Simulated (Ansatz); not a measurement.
**C$_{2}$H$_{9}$NSi (SMILES C[SiH](C)N): density, localisation and related maps**

```
atom    x (Å)    y (Å)    z (Å)
   C  -2.4166   1.5903  -0.1861
   C   0.5451   0.8970   0.2021
   N  -0.6545   1.6506  -2.5101
  Si  -0.9050   0.8293  -1.0015
   H  -3.2996   1.4894  -0.8213
   H  -2.6284   1.1083   0.7724
   H  -2.2617   2.6560   0.0109
   H  -1.1542  -0.6010  -1.3346
   H   0.7591   1.9270   0.5042
   H   0.3279   0.3210   1.1076
   H   1.4551   0.4843  -0.2432
   H  -0.7179   2.6570  -2.5591
   H   0.0055   1.2996  -3.1882
```

Geometry: B3LYP-D3(BJ)/6-311G**.

These are results of isolated molecule in a Gaussian basis; Kohn-Sham density functional theory, functional PBE0 (Ansatz), not measurements.

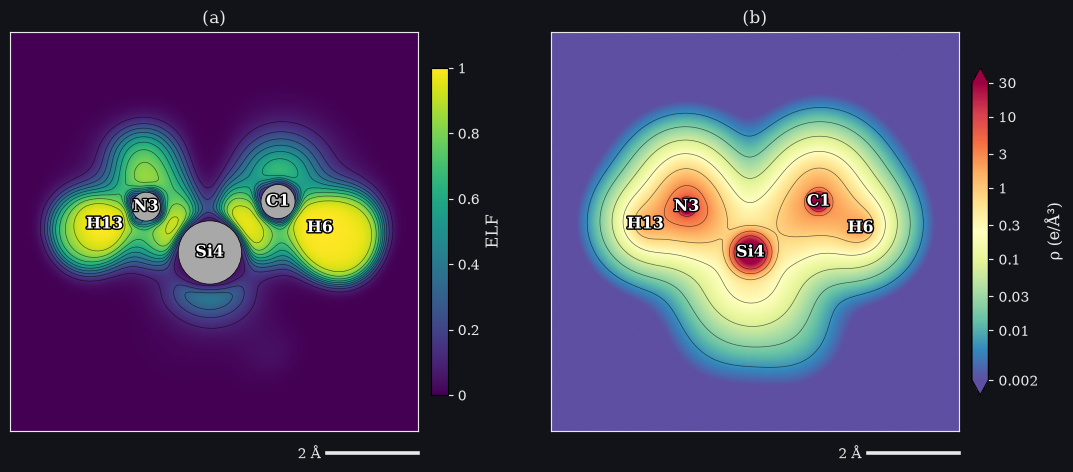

Figure 1. (a) electron localisation function; (b) total electron density on the plane of atoms C1, Si4 and N3. Grey discs cover the atomic cores in the ELF map.

**Describe what can be read from this map.**

- The section cuts through C, N, Si and H sites.
- Si–N (1.74 Å): ρ is about 1.1 e/Å³ halfway; the ELF peaks at about 0.90 between the atoms (a shared but strongly polarised pair).
- C–Si (1.88 Å): ρ is about 0.96 e/Å³ halfway; the ELF peaks at about 0.95 between the atoms, as expected for a shared electron pair.
- N–H (1.01 Å): ρ is about 2.8 e/Å³ halfway; the ELF climbs to about 1 towards the hydrogen, as it does in any bond to H: a covalent bond by its length.
- C–H (1.09 Å): ρ at the midpoint is about 1.9 e/Å³; the ELF climbs to about 1 towards the hydrogen: a covalent bond by its length.

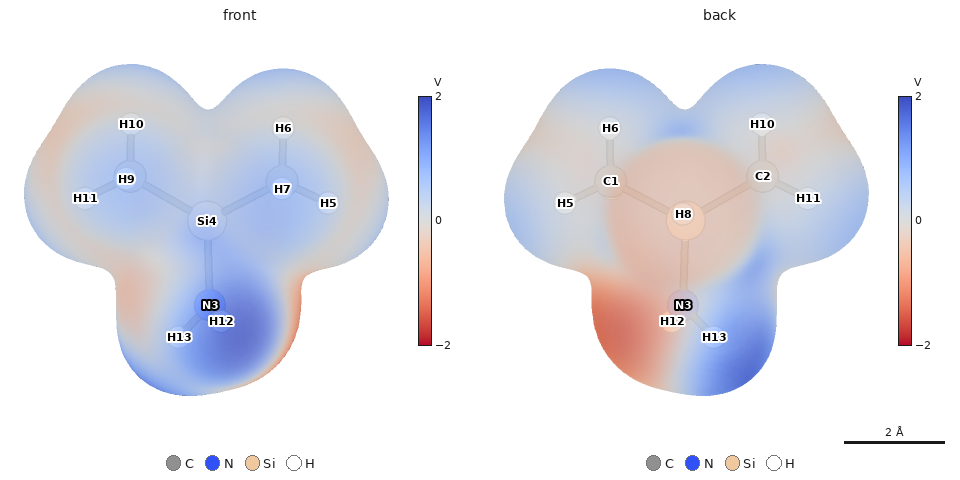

Figure 2. The electrostatic potential painted on the density surface at 0.002 e/bohr³, seen from the front and from behind; red is negative and blue positive.

**Where is the surface potential most negative and most positive?**

The most negative region (about −1.4 V, or −32 kcal/mol for a unit charge) lies over N3, the most positive (about +1.6 V, or +37 kcal/mol for a unit charge) over H12 and H13. N3 is the likeliest acceptor of a hydrogen bond.

**How polar is the molecule by this calculation?**

Its dipole moment is 1.11 D.

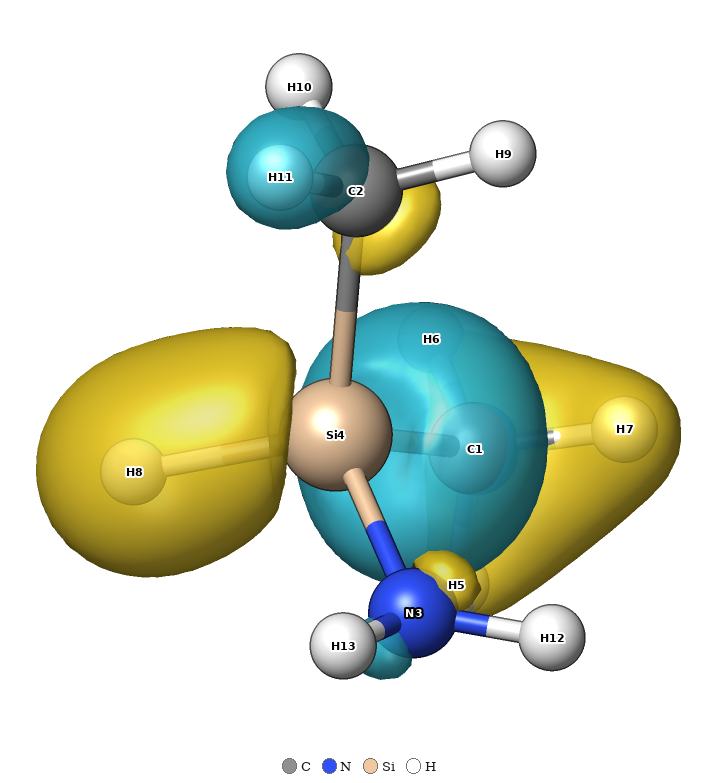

Figure 3. The HOMO−1 at ±0.15 Å⁻³ᐟ² (yellow and cyan are the two phases), seen at an oblique angle.

**Describe this orbital and give its energy.**

By Hirshfeld shares it lies mainly on C1 (about 35 %), Si4 (about 25 %) and H8 (about 15 %). Its energy is −8.66 eV.

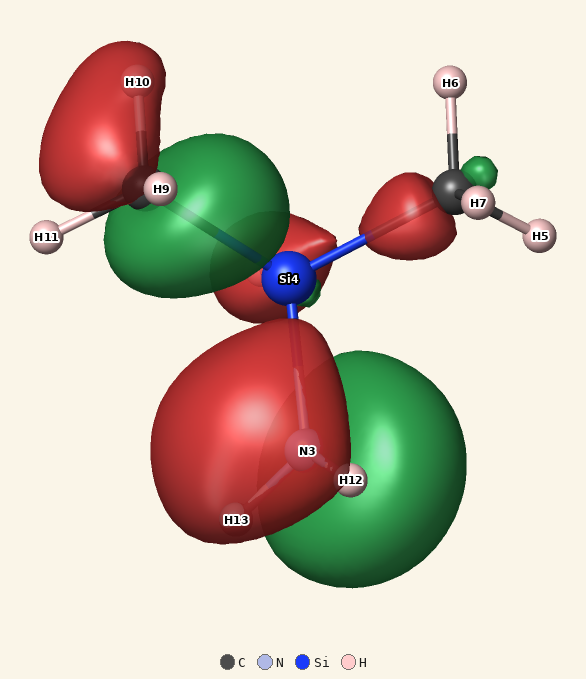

Figure 4. The HOMO at ±0.1 Å⁻³ᐟ² (green and red are the two phases), seen across its widest extent.

**What is the character of this orbital?**

It lies mainly on N3 (about 55 %), C2 (about 10 %) and Si4 (about 10 %). Its energy is −7.08 eV.
